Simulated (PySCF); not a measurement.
The calculation's input:

```
{"job": {"kind": "uv", "xc": "CAM-B3LYP", "basis": "def2-SVPD", "nstates": 8, "ntriplets": 3}, "charge": 0, "multiplicity": 1}
C     -2.185313    -0.707360     0.681269
C     -1.778058     0.369190    -0.319882
Si     0.042436     0.224145    -0.847725
Se     1.201609    -0.118580     1.143487
C      2.931009     0.192373     0.333025
F      3.037779     1.425046    -0.174145
F      3.901388     0.039272     1.222869
F      3.166983    -0.654957    -0.675990
H     -1.552193    -0.653647     1.570091
H     -3.219269    -0.576047     0.992830
H     -2.080441    -1.699891     0.249741
H     -2.410341     0.308702    -1.204913
H     -1.952068     1.351655     0.122391
H      0.319651    -0.947706    -1.682002
H      0.572414     1.455793    -1.432958
```

Run with:

```sh
OMP_NUM_THREADS=1 python probes_run.py task.json out
```

Geometry: GFN2-xTB.

Level of theory: CAM-B3LYP/def2-SVPD, SCF density, gas phase (PySCF 2.14.0).

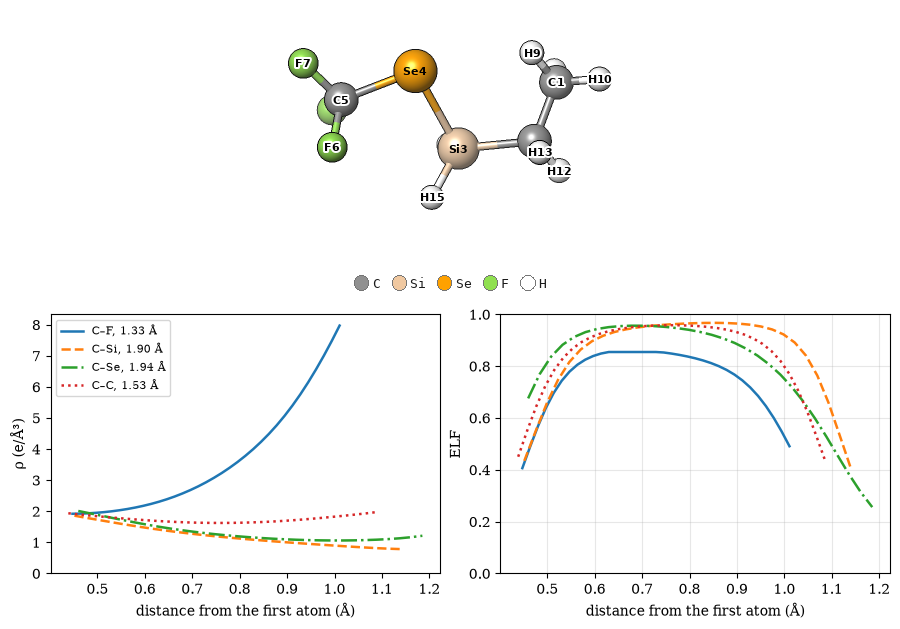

C₃H₇F₃SeSi (SMILES CC[SiH2][Se]C(F)(F)F). Electron density and ELF along straight lines between neighbouring atoms. The curves leave out the atomic cores. The structure is drawn too.

What can be read from the curves?

C–F (1.33 Å): ρ is about 2.5 e/Å³ halfway; the ELF peaks at about 0.85 between the atoms; a polar covalent bond.
C–Si (1.90 Å): ρ is about 0.95 e/Å³ halfway; the ELF peaks at about 0.95 between the atoms, as expected for a covalent bond.
C–Se (1.94 Å): ρ at the midpoint is about 1.1 e/Å³; the ELF peaks at about 0.95 between the atoms, as expected for localised, covalent bonding.
C–C (1.53 Å): ρ at the midpoint is about 1.6 e/Å³; the ELF peaks at about 0.95 between the atoms (a shared electron pair).
